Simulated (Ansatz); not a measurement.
# triplet C2H3ClSi: levels of theory compared

Aim: a comparison of 6 runs (U-r2SCAN/def2-SVP, UB3LYP/def2-SVP, UHSE06/def2-SVP, UPBE/def2-SVP, USVWN5/def2-SVP, RPA@PBE0/def2-SVP) of triplet C2H3ClSi. 

The calculation is run with Ansatz 0.2.0.

57 further runs of the same task are left out: 57 set aside as unsound or not needed.

### 1 The structure to begin with

C2H3ClSi: 7 atoms, total charge 0, spin state triplet. SMILES of the parent species: `ClC1=C[SiH2]1`. Geometry: relaxed at PBE0-D4/def2-TZVP. That shape belongs to the parent species and isn't relaxed for this state.

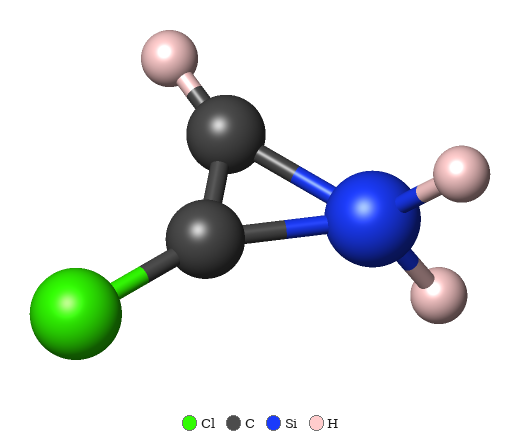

The structure, seen from a chosen angle (chlorine green, carbon dark grey, silicon blue, hydrogen pink).

### 2 The energy at U-r2SCAN/def2-SVP (run 1)

Input file run.yaml:

```yaml
crystal:
  periodic: [false, false, false]
  atoms:
    - {symbol: Cl, position_ang: [-1.169200, -2.293300, 0.411500]}
    - {symbol: C, position_ang: [-0.358000, -0.819900, 0.163200]}
    - {symbol: C, position_ang: [0.836800, -0.330000, 0.466700]}
    - {symbol: Si, position_ang: [-0.185900, 0.871600, -0.438900]}
    - {symbol: H, position_ang: [1.727500, -0.673800, 0.975600]}
    - {symbol: H, position_ang: [-0.837800, 2.011300, 0.248800]}
    - {symbol: H, position_ang: [0.047800, 1.166200, -1.872600]}
basis:
  gaussian:
    orbitals: def2-SVP
magnetization:
  spin_polarized: true
  initial_magnetization: 2
hamiltonian:
  xc: r2scan
accuracy: high
output:
  orbitals: {seedname: orbitals}
```

The run is started by

```bash
$ ansatz run run.yaml --threads 1 --pin off --max-ram 3480MiB --events-out events.jsonl --progress --plain --runs-dir runs
```

What it wrote:

```text
Warning: RAYON_NUM_THREADS=1 ignored (pool sized by the plan → 1); use --threads N
Functional definition: r2SCAN
  name "r2SCAN"
  parameter k0 = 0.174
  parameter k1 = 0.065
  parameter a1 = 4.9479
  exchange = r2scan_x(k0 = k0, k1 = k1, a1 = a1)
  correlation = r2scan_c
1684 factors; integrals over basis functions are off by at most 3.6e-9 eV
mean field evaluation 1: about -22488.2879 eV, gradient 5.4e1 eV
mean field evaluation 2: about -22434.7633 eV, gradient 1.0e2 eV
mean field evaluation 4: about -22504.8423 eV, gradient 1.1e1 eV
mean field evaluation 8: about -22505.7001 eV, gradient 2.8e-1 eV
mean field evaluation 16: about -22505.7007 eV, gradient 1.5e-4 eV
mean field evaluation 32: about -22505.1380 eV, gradient 5.4e0 eV
mean field -22505.70066735 eV, -827.0692446134 hartree, gradient 3.7e-8 eV, S^2 2.020105; 5 other end points of the search recorded, 0 dependent functions left out
reference -22505.70066901 eV, -827.0692446742 hartree; 24, 22 occupied and 55, 57 virtual orbitals, 1684 factors
Total energy: -22505.70066901 eV, -827.0692446742 hartree
```

It took 32 s on 1 thread of Arm Neoverse V2, shared host; peak memory 0.38 GiB.

### 3 A single-point energy at UB3LYP/def2-SVP (run 2)

Input file molecule.yaml:

```yaml
crystal:
  periodic: [false, false, false]
  atoms:
    - {symbol: Cl, position_ang: [-1.169200, -2.293300, 0.411500]}
    - {symbol: C, position_ang: [-0.358000, -0.819900, 0.163200]}
    - {symbol: C, position_ang: [0.836800, -0.330000, 0.466700]}
    - {symbol: Si, position_ang: [-0.185900, 0.871600, -0.438900]}
    - {symbol: H, position_ang: [1.727500, -0.673800, 0.975600]}
    - {symbol: H, position_ang: [-0.837800, 2.011300, 0.248800]}
    - {symbol: H, position_ang: [0.047800, 1.166200, -1.872600]}
basis:
  gaussian:
    orbitals: def2-SVP
magnetization:
  spin_polarized: true
  initial_magnetization: 2
hamiltonian:
  xc: {name: B3LYP}
accuracy: high
output: {orbitals: {seedname: orbitals}}
```

The run is started by

```bash
$ ansatz run molecule.yaml --threads 1 --pin off --max-ram 3480MiB --events-out events.jsonl --progress --plain --runs-dir runs
```

What it wrote:

```text
Warning: RAYON_NUM_THREADS=1 ignored (pool sized by the plan → 1); use --threads N
Functional definition: B3LYP
  name "B3LYP"
  parameter a0 = 0.2
  parameter ax = 0.72
  parameter ac = 0.81
  exchange = (1 - a0 - ax)*slater_x + ax*b88_x + a0*exact_x
  correlation = (1 - ac)*vwn_rpa_c + ac*lyp_c
1684 factors; integrals over basis functions are off by at most 3.6e-9 eV
mean field evaluation 1: about -22494.1429 eV, gradient 5.1e1 eV
mean field evaluation 2: about -22454.3817 eV, gradient 9.1e1 eV
mean field evaluation 4: about -22507.5559 eV, gradient 1.2e1 eV
mean field evaluation 8: about -22508.5107 eV, gradient 6.2e-1 eV
mean field evaluation 16: about -22508.5170 eV, gradient 1.1e-2 eV
mean field evaluation 32: about -22509.0350 eV, gradient 8.3e-1 eV
mean field -22509.15082754 eV, -827.1960356616 hartree, gradient 1.8e-8 eV, S^2 2.011282; 4 other end points of the search recorded, 0 dependent functions left out
reference -22509.15086515 eV, -827.1960370437 hartree; 24, 22 occupied and 55, 57 virtual orbitals, 1684 factors
Total energy: -22509.15086515 eV, -827.1960370437 hartree
```

It took 14 s on 1 thread of Arm Neoverse V2, shared host; peak memory 0.35 GiB.

Runs 3 to 5 aren't shown in full; the table further down has their settings and results.

### 4 A single-point energy at RPA@PBE0/def2-SVP (run 6)

Input file input.yaml:

```yaml
crystal:
  periodic: [false, false, false]
  atoms:
    - {symbol: Cl, position_ang: [-1.169200, -2.293300, 0.411500]}
    - {symbol: C, position_ang: [-0.358000, -0.819900, 0.163200]}
    - {symbol: C, position_ang: [0.836800, -0.330000, 0.466700]}
    - {symbol: Si, position_ang: [-0.185900, 0.871600, -0.438900]}
    - {symbol: H, position_ang: [1.727500, -0.673800, 0.975600]}
    - {symbol: H, position_ang: [-0.837800, 2.011300, 0.248800]}
    - {symbol: H, position_ang: [0.047800, 1.166200, -1.872600]}
basis:
  gaussian: {orbitals: def2-SVP}
magnetization: {spin_polarized: true, initial_magnetization: 2}
hamiltonian: {xc: {name: PBE0}}
correlation: {method: rpa, frozen_orbitals: {C: 1, Cl: 5, H: 0, Si: 5}}
accuracy: high
```

The run is started by

```bash
$ ansatz run input.yaml --threads 1 --pin off --max-ram 3480MiB --events-out events.jsonl --progress --plain --runs-dir runs
```

What it wrote:

```text
Warning: RAYON_NUM_THREADS=1 ignored (pool sized by the plan → 1); use --threads N
Functional definition: PBE0
  name "PBE0"
  parameter a = 0.25
  parameter kappa = 0.804
  parameter beta = 0.06672455060314922
  exchange = (1 - a)*pbe_x(kappa = kappa, mu = beta*pi^2/3) + a*exact_x
  correlation = pbe_c(beta = beta)
1684 factors; integrals over basis functions are off by at most 3.6e-9 eV
mean field evaluation 1: about -22485.5990 eV, gradient 4.6e1 eV
mean field evaluation 2: about -22485.8491 eV, gradient 4.6e1 eV
mean field evaluation 4: about -22496.8799 eV, gradient 1.0e1 eV
mean field evaluation 8: about -22497.6709 eV, gradient 4.9e-1 eV
mean field evaluation 16: about -22497.6927 eV, gradient 2.5e-2 eV
mean field evaluation 32: about -22497.9285 eV, gradient 4.4e0 eV
mean field evaluation 64: about -22490.5557 eV, gradient 2.7e1 eV
mean field evaluation 96: about -22497.4046 eV, gradient 2.4e0 eV
mean field -22498.35045810 eV, -826.7991294053 hartree, gradient 1.5e-8 eV, S^2 2.013854; 6 other end points of the search recorded, 0 dependent functions left out
12 core orbitals not correlated: weight in the atoms' cores, before any rotation towards them, 1.000 or more for the frozen orbitals, at most 0.000 for the correlated occupied ones
reference -22459.24550874 eV, -825.3620490230 hartree; 12, 10 occupied and 55, 57 virtual orbitals, 1684 factors
Total energy: -22478.19633915 eV, -826.0584791951 hartree
```

Run time: 34 s. Hardware: 1 thread of Arm Neoverse V2, shared host; peak memory 0.47 GiB.

### 5 All runs side by side

```tsv
run	level	frozen core orbitals	energy (Eh)	HOMO energy (eV)	⟨S²⟩	wall time
1	U-r2SCAN/def2-SVP	–	-827.069245	-2.45	2.020	32 s
2	UB3LYP/def2-SVP	–	-827.196037	-2.93	2.011	14 s
3	UHSE06/def2-SVP	–	-826.780423	-2.94	2.014	19 s
4	UPBE/def2-SVP	–	-826.725268	-1.93	2.009	15 s
5	USVWN5/def2-SVP	–	-823.797422	-1.83	2.006	7.8 s
6	RPA@PBE0/def2-SVP	12	-826.058479	–	2.014	34 s
```

### 6 What came out

| quantity | value |
| --- | --- |
| run 6: total energy | -826.05848 Eh |
| run 6: RPA correlation energy (valence) | -696.4 mEh |
| run 6: ⟨S²⟩ of the reference determinant | 2.014 |

In words: Totals of different functionals can't be ranked against each other. All runs together took 2 min, the longest 34 s.
